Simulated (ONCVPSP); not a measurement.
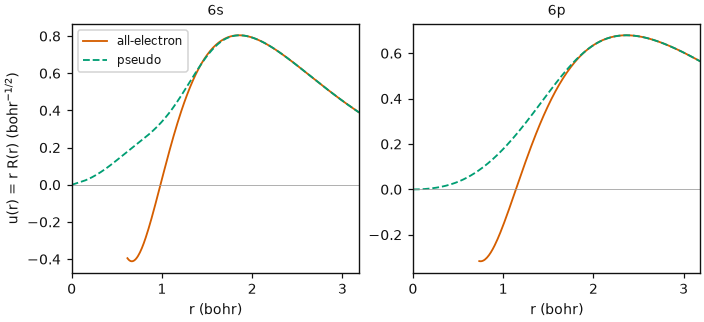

*Partial waves u(r) = r R(r), all-electron (solid) and pseudo (dashed). The innermost oscillations of some all-electron curves aren't drawn. Reference configuration 5d10 6s2 6p2.*

- Matching radii: 6s at 2.00 bohr; 6p at 2.45 bohr. The curves merge smoothly, so the plot gives these only roughly.
- Nodes of the pseudo-waves: 6s has no node; 6p has no node.
- Cutoffs needed: 26 Ha (loose) and 55 Ha (tight), as the cutoffs at which the residual kinetic energy of the hardest occupied pseudo-wave falls to 1 and 0.1 mHa per electron. The potential isn't sound: its ghost test gives GHOST(-) flagged for s at -115.3 eV; GHOST(+) flagged for p at 55.3 eV.

Bi: pseudopotential generation

Bismuth (Bi, Z = 83), core [Xe] 4f14, reference valence 5d10 6s2 6p2 (an ion of charge +1), valence charge 15. Computed at this level: ONCV potential, PBE, scalar-relativistic, made with ONCVPSP 4.0.1.

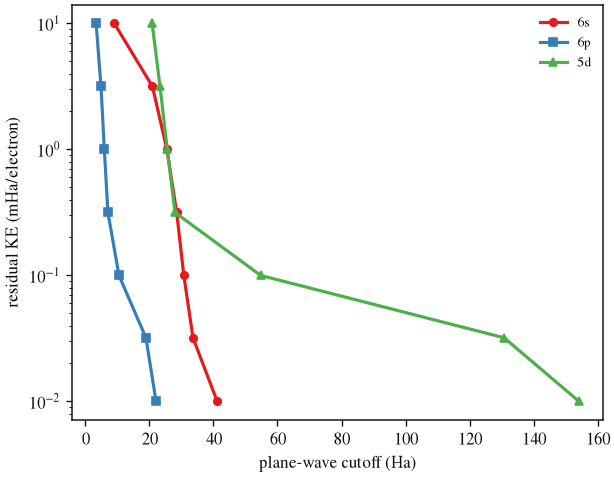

*Residual kinetic energy of the pseudo-waves (the first of each channel, and further valence shells) beyond the plane-wave cutoff, as the generator prints it.*

- Cutoffs for the occupied states: 26 Ha for 1 mHa and 55 Ha for 0.1 mHa per electron. The first is set by 5d.
- Cutoffs for 1 mHa per electron: 5d: 26 Ha; 6s: 25 Ha; 6p: 5.9 Ha.

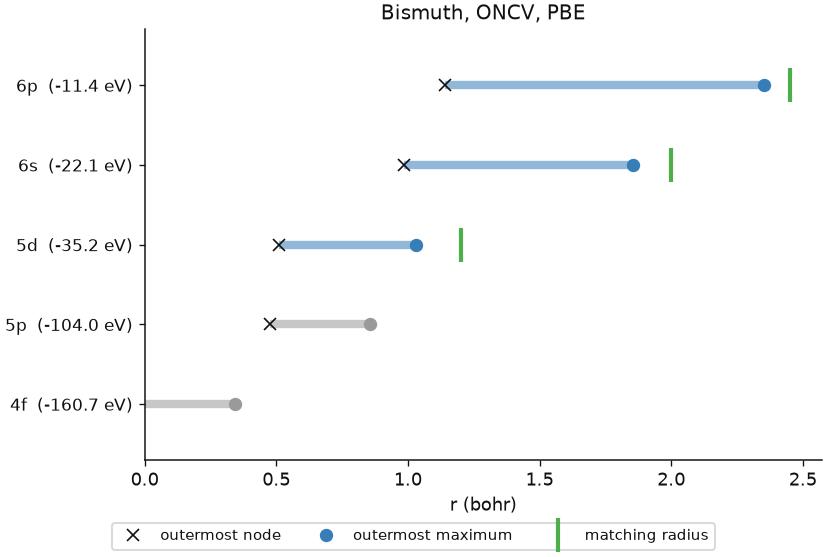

*Outer shells of the all-electron reference atom: each bar runs from the outermost node (or the nucleus) to the outermost maximum of u(r); the tick is the radius chosen for the pseudo-wave. Shells without a tick have no pseudo-wave of their own. Levels, nodes and maxima are from ld1.x, scalar-relativistic.*

- Radii against the shells: 5d: 1.20 bohr, outside the maximum; 6s: 2.00 bohr, outside the maximum; 6p: 2.45 bohr, outside the maximum.

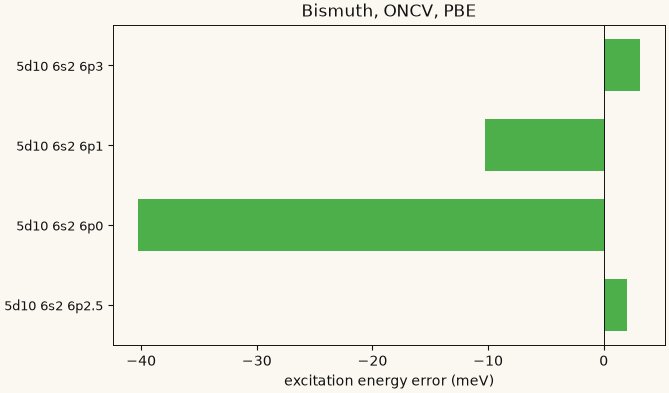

*Errors, all-electron minus pseudo, of the energies of valence configurations relative to the unpolarised reference 5d10 6s2 6p2.*

- Worst configuration: 5d10 6s2 6p0 (charge +3): the error is -40 meV on an all-electron energy of +38.59 eV relative to the reference, or 0.1 %.
- Errors in meV: 5d10 6s2 6p3: +3.1; 5d10 6s2 6p1: -10; 5d10 6s2 6p0: -40; 5d10 6s2 6p2.5: +2.0.
- Configurations within 10 meV and within 50 meV: 2 and 4 of 4.

Input and output of the run follow.

## The input
```
# ATOM AND REFERENCE CONFIGURATION
# atsym  z   nc   nv     iexc    psfile
  Bi 83.00   12    3        4      upf
#
#   n    l    f
    1    0    2.00
    2    0    2.00
    2    1    6.00
    3    0    2.00
    3    1    6.00
    3    2   10.00
    4    0    2.00
    4    1    6.00
    4    2   10.00
    4    3   14.00
    5    0    2.00
    5    1    6.00
    5    2   10.00
    6    0    2.00
    6    1    2.00
#
# PSEUDOPOTENTIAL AND OPTIMIZATION
# lmax
    2
#
#   l,   rc,      ep,       ncon, nbas, qcut
    0    2.00    0.00    4    7    2.60
    1    2.45    0.00    4    7    3.80
    2    1.20    0.00    4    8    8.60
#
# LOCAL POTENTIAL
# lloc, lpopt,  rc(5),   dvloc0
    2    5    1.20    0.00
#
# VANDERBILT-KLEINMAN-BYLANDER PROJECTORs
# l, nproj, debl
    0    1    3.80
    1    2    3.40
    2    0    2.20
#
# MODEL CORE CHARGE
# icmod, fcfact, rcfact
    3    2.50    1.60
#
# LOG DERIVATIVE ANALYSIS
# epsh1, epsh2, depsh
   -3.00    5.00    0.02
#
# OUTPUT GRID
# rlmax, drl
    6.00    0.01
#
# TEST CONFIGURATIONS
# ncnf
    4
# nvcnf
#   n    l    f
    3
    5    2   10.00
    6    0    2.00
    6    1    3.00
#
    3
    5    2   10.00
    6    0    2.00
    6    1    1.00
#
    3
    5    2   10.00
    6    0    2.00
    6    1    0.00
#
    3
    5    2   10.00
    6    0    2.00
    6    1    2.50
#
```

Launched with:
```bash
oncvpsp.x < Bi.dat > Bi.out
```

## The program's output (extracts)
```
ONCVPSP  (Optimized Norm-Conservinng Vanderbilt PSeudopotential)
scalar-relativistic version 4.0.1

#   n    l    f        energy (Ha)
    1    0    2.00    -3.3330554E+03
    2    0    2.00    -5.9909457E+02
    2    1    6.00    -5.1238174E+02
    3    0    2.00    -1.4484215E+02
    3    1    6.00    -1.2007609E+02
    3    2   10.00    -9.5241801E+01
    4    0    2.00    -3.3477326E+01
    4    1    6.00    -2.5365157E+01
    4    2   10.00    -1.6104200E+01
    4    3   14.00    -5.9074101E+00
    5    0    2.00    -6.0979191E+00
    5    1    6.00    -3.8219456E+00
    5    2   10.00    -1.2932538E+00
    6    0    2.00    -8.1253368E-01
    6    1    2.00    -4.2038539E-01

Reference configufation results
  iterations    23
  all-electron total energy (Ha)   -2.15304800D+04

Begin loop to  construct optimized pseudo wave functions
and semi-local pseudopoentials for all angular momenta

Calculating optimized projector #   1

 for l=   0

    Fraction of norm inside rc  0.475917
    Optimizing pswf for qcut=   2.60 a_B^-1,  ecut=   3.39 Ha
    Residual kinetic energy error=  3.71D-02 Ha

    Energy error per electron        Cutoff
         Ha          eV             Ha
         0.01000     0.27211        9.03
         0.00100     0.02721       25.46
         0.00010     0.00272       30.75
         0.00001     0.00027       41.18

   Wellstate for l =  1  n =  9
     eigenvalue =   2.9796
     asymptotic potential =   3.4796
     half-point radius =  4.5153

Calculating optimized projector #   1

 for l=   1

    Fraction of norm inside rc  0.407721
    Optimizing pswf for qcut=   3.79 a_B^-1,  ecut=   7.19 Ha
    Residual kinetic energy error=  2.22D-04 Ha

    Energy error per electron        Cutoff
         Ha          eV             Ha
         0.01000     0.27211        3.36
         0.00100     0.02721        5.92
         0.00010     0.00272       10.49
         0.00001     0.00027       22.08

Calculating optimized projector #   2

 for l=   1

    Fraction of norm inside rc  0.113625
    Optimizing pswf for qcut=   3.79 a_B^-1,  ecut=   7.19 Ha
    Residual kinetic energy error=  1.49D-02 Ha

    Energy error per electron        Cutoff
         Ha          eV             Ha
         0.01000     0.27211        7.43
         0.00100     0.02721       15.88
         0.00010     0.00272       29.34
         0.00001     0.00027       33.69

Calculating optimized projector #   1

 for l=   2

    Fraction of norm inside rc  0.530246
    Optimizing pswf for qcut=   8.61 a_B^-1,  ecut=  37.07 Ha
    Residual kinetic energy error=  1.45D-04 Ha

    Energy error per electron        Cutoff
         Ha          eV             Ha
         0.01000     0.27211       20.85
         0.00100     0.02721       25.58
         0.00010     0.00272       54.75
         0.00001     0.00027      154.18

Construct Vanderbilt / Kleinmman-Bylander projectors

B matrix Hermiticity error, ll=   1
   1   2    1.8078E-04

  Orthonormal projector coefficients  7.4326E+00  8.8319E-01

Model core correction analysis
  based on d2Exc/dn_idn_j

d2excae - all-electron derivatives

   -2.042322D-02   -9.051132D-03   -4.156989D-03
   -9.050681D-03   -2.462915D-02   -2.050822D-02
   -4.156413D-03   -2.050689D-02   -2.575666D-02

d2excps - pseudofunction derivatives with no core correction

   -3.115065D-02   -1.125097D-02   -4.893496D-03
   -1.125042D-02   -2.540726D-02   -2.112618D-02
   -4.892891D-03   -2.112491D-02   -2.606071D-02

rms 2nd derivative error    3.760947E-03

rmatch, rhocmatch    1.0224   10.3933

Teter function model core charge with specified parameters

d2excps - pseudofunction derivatives with core correction

   -2.157727D-02   -9.510397D-03   -4.483452D-03
   -9.510021D-03   -2.375553D-02   -2.040497D-02
   -4.482940D-03   -2.040351D-02   -2.562918D-02

rms 2nd derivative error    5.545532E-04

Pseudoatom total energy  -71.204859

Diagnostic tests using Vanderbilt-Kleinman-Bylander pseudopotentials
  1 or more projectors used as specified by nproj input data

   l    rcore       rmatch      e in        delta e   norm test  slope test

   0   2.0100133   2.0710416  -0.8125337  -0.0000034   0.9999994   1.0000162

   1   2.4633735   2.5381669  -0.4203854  -0.0000006   1.0000173   1.0000325
   1   2.4633735   2.5381669   2.9796146   0.0000643   1.0000676   1.0000676

   2   1.2016350   1.2381193  -1.2932538  -0.0000082   1.0000021   1.0000263

 Testing for bound ghosts
   n   l    E NL Schr. Eq   E Basis Diag.   E Cutoff

       0                       -4.238187     31.05  WARNING - GHOST(-)
   1   0       -0.812537       -0.811850     31.05

   2   1       -0.420386       -0.419218     36.42

 Testing for highly-localized positive-energy ghosts
       l    <radius>/rc     E Basis Diag.   E Cutoff

       1        0.307877        2.030871     36.42  WARNING - GHOST(+)

Test configuration 0

   n   l     f        eae           eps        diff
   1   0  2.0000-3333.05543613
   2   0  2.0000 -599.09456519
   2   1  6.0000 -512.38174460
   3   0  2.0000 -144.84215052
   3   1  6.0000 -120.07608831
   3   2 10.0000  -95.24180094
   4   0  2.0000  -33.47732570
   4   1  6.0000  -25.36515734
   4   2 10.0000  -16.10420016
   4   3 14.0000   -5.90741012
   5   0  2.0000   -6.09791913
   5   1  6.0000   -3.82194559
   5   2 10.0000   -1.29325378   -1.29326196   -8.19D-06
   6   0  2.0000   -0.81253368   -0.81253710   -3.42D-06
   6   1  2.0000   -0.42038539   -0.42038602   -6.31D-07

    Total energies and differences
      AE_ref= -2.15304800D+04  AE_tst= -2.15304800D+04  dif=  0.00D+00
      PS_ref= -7.12048589D+01  PS_tst= -7.12048589D+01  dif= -8.53D-14
      PSP excitation error=  8.53D-14

Test configuration 1

   n   l     f        eae           eps        diff
   1   0  2.0000-3332.75421798
   2   0  2.0000 -598.79428078
   2   1  6.0000 -512.08138403
   3   0  2.0000 -144.54214705
   3   1  6.0000 -119.77607724
   3   2 10.0000  -94.94182022
   4   0  2.0000  -33.17748489
   4   1  6.0000  -25.06533529
   4   2 10.0000  -15.80441584
   4   3 14.0000   -5.60767186
   5   0  2.0000   -5.79868576
   5   1  6.0000   -3.52272823
   5   2 10.0000   -0.99525491   -0.99686258   -1.61D-03
   6   0  2.0000   -0.53201880   -0.53215810   -1.39D-04
   6   1  3.0000   -0.16798113   -0.16796497    1.62D-05

    Total energies and differences
      AE_ref= -2.15304800D+04  AE_tst= -2.15307709D+04  dif= -2.91D-01
      PS_ref= -7.12048589D+01  PS_tst= -7.14957768D+01  dif= -2.91D-01
      PSP excitation error=  1.15D-04

Test configuration 2

   n   l     f        eae           eps        diff
   1   0  2.0000-3333.40610918
   2   0  2.0000 -599.44336830
   2   1  6.0000 -512.73069052
   3   0  2.0000 -145.19035973
   3   1  6.0000 -120.42431021
   3   2 10.0000  -95.58997175
   4   0  2.0000  -33.82515042
   4   1  6.0000  -25.71293290
   4   2 10.0000  -16.45189017
   4   3 14.0000   -6.25499593
   5   0  2.0000   -6.44427639
   5   1  6.0000   -4.16807317
   5   2 10.0000   -1.63658387   -1.63415815    2.43D-03
   6   0  2.0000   -1.12842244   -1.12849256   -7.01D-05
   6   1  1.0000   -0.70538934   -0.70567099   -2.82D-04

    Total energies and differences
      AE_ref= -2.15304800D+04  AE_tst= -2.15299197D+04  dif=  5.60D-01
      PS_ref= -7.12048589D+01  PS_tst= -7.06441528D+01  dif=  5.61D-01
      PSP excitation error= -3.76D-04

Test configuration 3

   n   l     f        eae           eps        diff
   1   0  2.0000-3333.79630808
   2   0  2.0000 -599.83066026
   2   1  6.0000 -513.11819751
   3   0  2.0000 -145.57669255
   3   1  6.0000 -120.81066066
   3   2 10.0000  -95.97625210
   4   0  2.0000  -34.21082918
   4   1  6.0000  -26.09852509
   4   2 10.0000  -16.83734096
   4   3 14.0000   -6.64027407
   5   0  2.0000   -6.82744064
   5   1  6.0000   -4.55066436
   5   2 10.0000   -2.01443891   -2.00905583    5.38D-03
   6   0  2.0000   -1.46991859   -1.47067164   -7.53D-04

    Total energies and differences
      AE_ref= -2.15304800D+04  AE_tst= -2.15290619D+04  dif=  1.42D+00
      PS_ref= -7.12048589D+01  PS_tst= -6.97852105D+01  dif=  1.42D+00
      PSP excitation error= -1.48D-03

Test configuration 4

   n   l     f        eae           eps        diff
   1   0  2.0000-3332.89769873
   2   0  2.0000 -598.93740350
   2   1  6.0000 -512.22453694
   3   0  2.0000 -144.68516455
   3   1  6.0000 -119.91909789
   3   2 10.0000  -95.08482835
   4   0  2.0000  -33.32044527
   4   1  6.0000  -25.20828956
   4   2 10.0000  -15.94735659
   4   3 14.0000   -5.75059605
   5   0  2.0000   -5.94143624
   5   1  6.0000   -3.66548996
   5   2 10.0000   -1.13758030   -1.13850533   -9.25D-04
   6   0  2.0000   -0.66691117   -0.66697363   -6.25D-05
   6   1  2.5000   -0.28932189   -0.28929745    2.44D-05

    Total energies and differences
      AE_ref= -2.15304800D+04  AE_tst= -2.15306570D+04  dif= -1.77D-01
      PS_ref= -7.12048589D+01  PS_tst= -7.13819139D+01  dif= -1.77D-01
      PSP excitation error=  7.51D-05
```

## Results in brief

- outcome: generated, with a ghost state
- cutoffs needed: 26 Ha and 55 Ha (the cutoffs at which the residual kinetic energy of the hardest occupied pseudo-wave falls to 1 and 0.1 mHa per electron)
- ghost test: GHOST(-) flagged for s at -115.3 eV; GHOST(+) flagged for p at 55.3 eV
- largest excitation error: -40 meV (all-electron minus pseudo) for 5d10 6s2 6p0, out of 4 test configurations
- rms error of d²Exc/dni dnj: 3.76 mHa without and 0.55 mHa with the model core
- clearest signs, in the scattering phases, of states that the all-electron atom lacks: p near 2.0 Ha
- range over which the phases arctan(r R′/R) at the test radius agree within 0.05 rad (a looser test near the poles than one of phase shifts): s: up to about 1.4 Ha; p: up to about 1.9 Ha; d: over the whole range computed; f: not judged, local potential alone
- hardware: 1 CPU thread, shared host
- wall time: 5.8 s

## Notes

The potential has a bound ghost state, so it can't be used as it stands.
